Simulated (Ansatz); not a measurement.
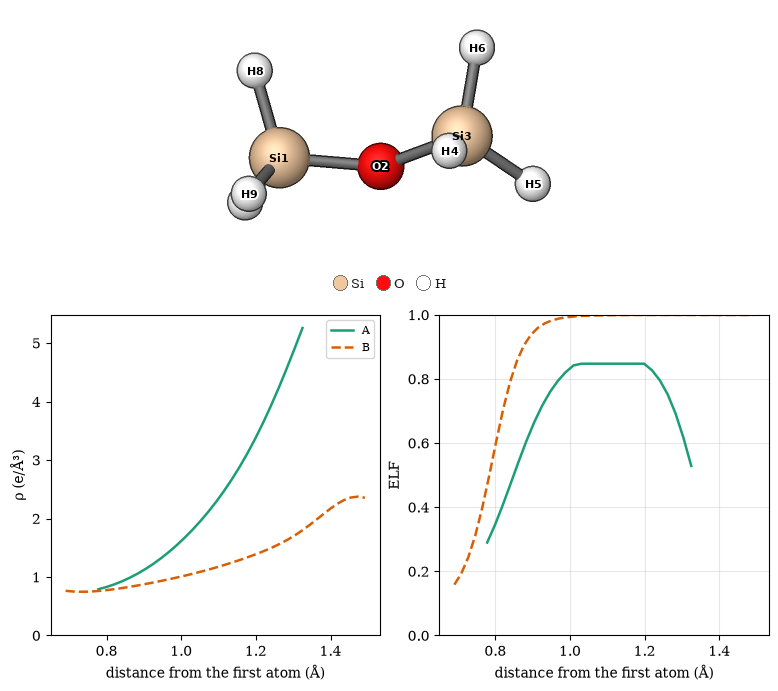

H$_{6}$OSi$_{2}$. Electron density and ELF along straight lines between neighbouring atoms. The curves leave out the atomic cores. The structure is drawn too.

These are results of RKS r2SCAN/cc-pVDZ (Ansatz), not measurements.

```tsv
atom	x (Å)	y (Å)	z (Å)
Si	0.4049	0.0368	-0.1439
O	0.5127	-0.2408	1.5120
Si	-0.5321	-0.4786	2.8101
H	-1.6052	-1.4611	2.4477
H	0.2806	-1.0095	3.9438
H	-1.1706	0.8176	3.2049
H	1.7986	0.1405	-0.6667
H	-0.3369	1.3105	-0.4165
H	-0.3104	-1.0962	-0.8152
```

Question: Which curve belongs to which contact (Si–H and Si–O)? The first atom named is at distance zero.

Answer: Curve A: Si–O (1.68 Å): ρ is about 0.93 e/Å³ halfway; the ELF peaks at about 0.85 between the atoms, as expected for a shared but strongly polarised pair. Curve B: Si–H (1.49 Å): the density is about 0.75 e/Å³ at the midpoint; the ELF climbs to about 1 towards the hydrogen, as it does in any bond to H.
